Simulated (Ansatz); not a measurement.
## Electronic structure of CuF$_{2}$HOSi (SMILES O[Si](F)(F)[Cu]) in real space

| atom | x (Å) | y (Å) | z (Å) |
| --- | --- | --- | --- |
| Cu | -1.7184 | -2.7588 | 0.6903 |
| F | -1.8684 | -1.9034 | -2.4069 |
| F | 0.3872 | -2.8569 | -1.7395 |
| O | -0.2575 | -0.4235 | -0.9099 |
| Si | -0.8372 | -1.9572 | -1.1422 |
| H | 0.1487 | -0.0023 | -1.6797 |

Geometry: r2SCAN-D4/def2-SVP.

The calculation used Ansatz, isolated molecule in a Gaussian basis; Kohn-Sham density functional theory, functional PBE0.

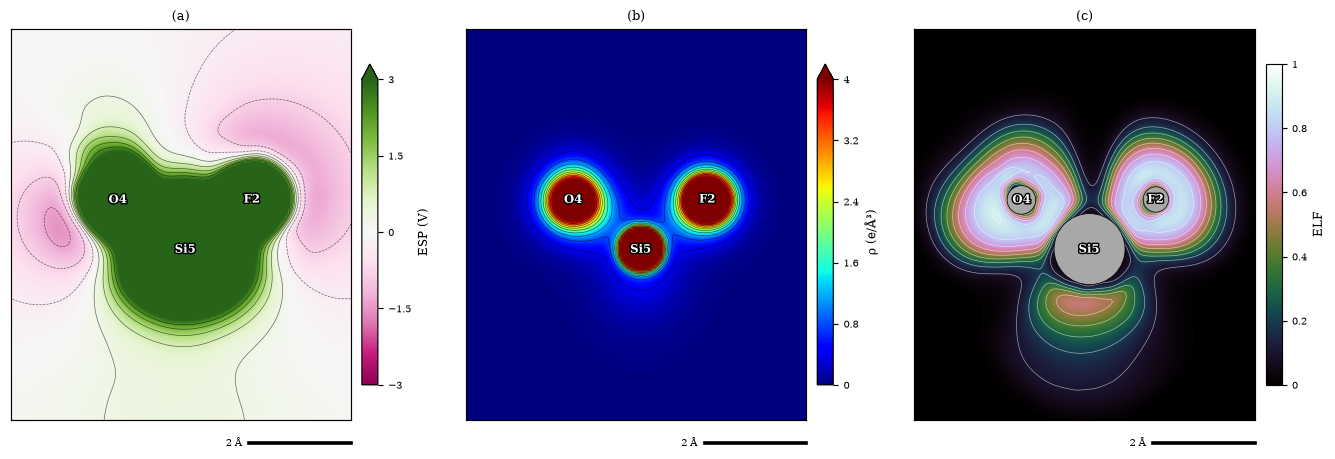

Figure 1. (a) electrostatic potential; (b) electron density; (c) electron localisation function on the plane of atoms F2, Si5 and O4. Grey discs cover the atomic cores in the ELF map.

What do the fields say about this system?

Answer. Atoms in the plane: F, O and Si.
Si–F (1.63 Å): ρ at the midpoint is about 1.1 e/Å³; the ELF peaks at about 0.85 in the valence shell of F, 0.6 Å from its nucleus, and is about 0.55 at the midpoint.
Si–O (1.66 Å): ρ is about 1.2 e/Å³ halfway; the ELF peaks at about 0.85 between the atoms (a shared but strongly polarised pair).
The ELF also peaks beside F2 and O4, away from the bonds: lone-pair regions.
Outside the dense part of the molecule the potential is most negative (−1.5 V) near O4.

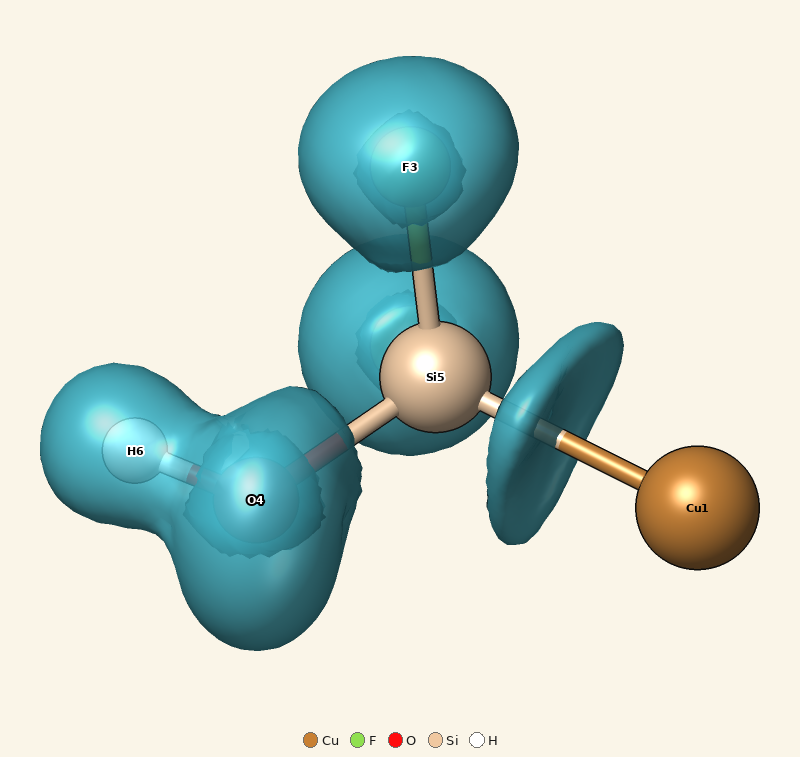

Figure 2. Isosurface of the ELF at 0.75 (cyan), seen at a tilt. Core shells and regions of very low density are left out.

What do the ELF domains correspond to?

Answer. The ELF exceeds this value in one region between bonded Cu–Si atoms (shared pairs), two regions wrapped around F (the valence shell of each) and one joined region spread over several atoms (H, O), in which their bonds and any lone pairs are merged.

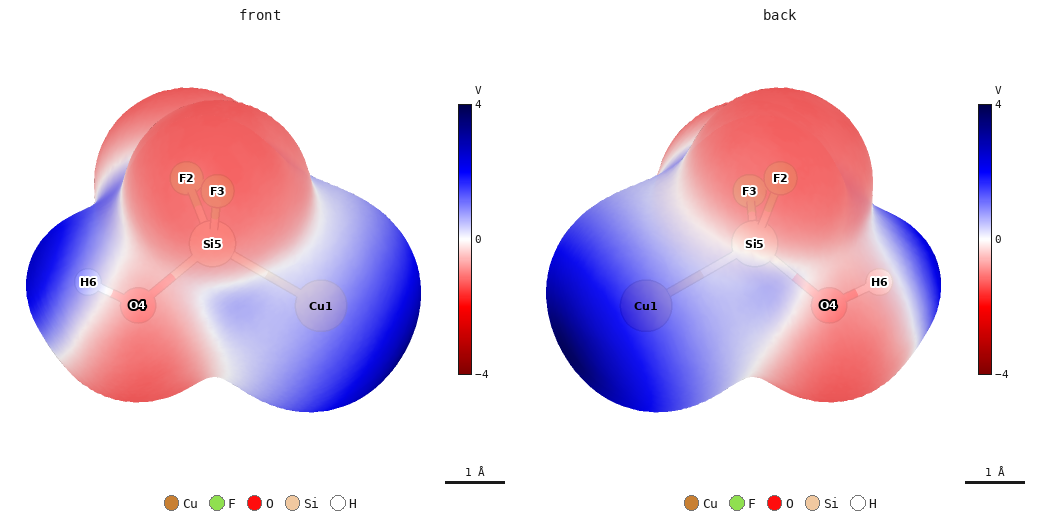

Figure 3. The molecular electrostatic potential painted on the density surface at 0.002 e/bohr³, seen from the front and from behind; the colour scale runs from red (negative) to blue (positive).

Describe the electrostatic potential map.

Answer. The most negative region (about −1.3 V, or −30 kcal/mol for a unit charge) lies over F2, F3 and O4, the most positive (about +3.7 V, or +85 kcal/mol for a unit charge) over Cu1.

How polar is the molecule by this calculation?

Answer. Its dipole moment is 3.83 D.
